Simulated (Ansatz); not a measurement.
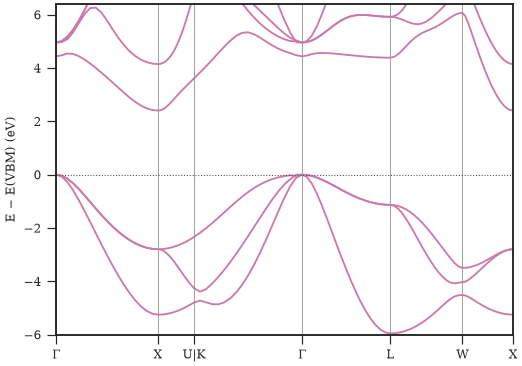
*Band structure from the program Ansatz at the LDA level (PAW)*

Q: Read off the gap and where the band edges lie.

A: About 2.4 eV (2.40 eV by a search for the band edges); maximum at Γ, minimum at X.

Q: Pick the material that matches.
A) BeTe, zinc blende
B) InP, zinc blende
C) BP, zinc blende
D) BeSe, zinc blende

A: D, BeSe, zinc blende

Space group F-43m (zinc blende). The cell was relaxed with LDA under the symmetry of its start. Spin–orbit coupling is left out wherever it is not named.

Potentials: the earlier of the program's two PAW sets. The files were generated under PBE; for other functionals the program regenerates the frozen cores, and for LDA and PBEsol the local potential too.
